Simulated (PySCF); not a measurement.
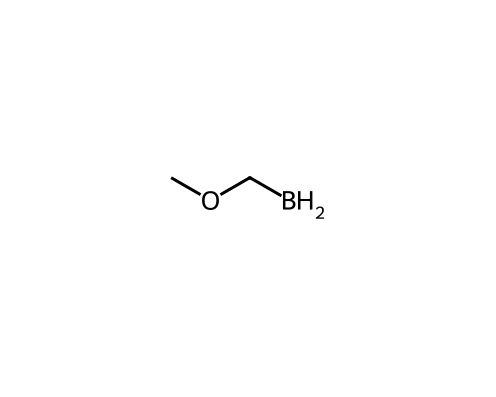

The drawing above gives the connectivity. The geometry was computed by an optimisation with PBE0-D3(BJ)/def2-SVP. No frequency run is at hand to confirm it as a minimum.

Describe the 3D structure.

Formula C2H7BO. SMILES: `BCOC`. It has no ring. Among its groups: ether, B–H bond. Coordination: 1 B trigonal planar; 2 C tetrahedral; 1 O bent.

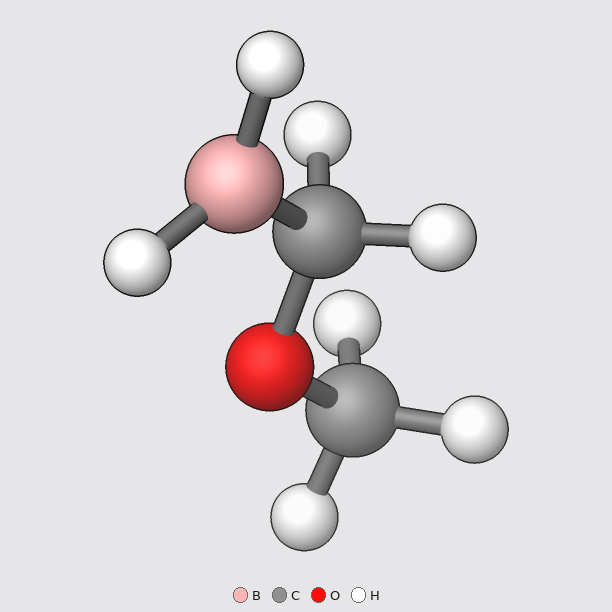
